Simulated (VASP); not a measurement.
Band structure of WC (wc). All values below come from PBE GGA with D3 dispersion (Becke-Johnson damping), VASP's PBE PAW potentials (set 64) (plane waves; VASP 6.6.1).

Unless said otherwise, spin-orbit coupling is left out, though it shifts the bands of the heavy elements here.

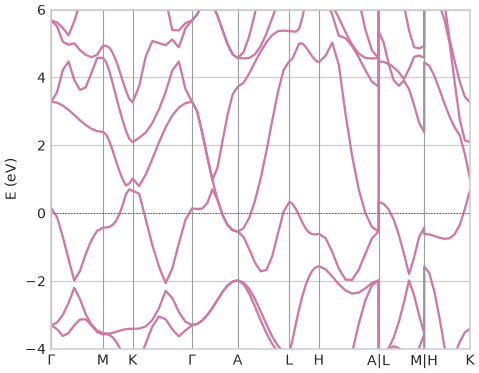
Figure. Bands along high-symmetry lines, zero at the valence-band maximum or, without a gap, the Fermi level

**Question.** Read the plot: is there a gap, and where are the band edges?

**Answer.** It has no gap at this level: it comes out as a metal or semimetal. (Edges off the drawn lines would not show.)

The compound is WC in the wc structure. It was relaxed first.
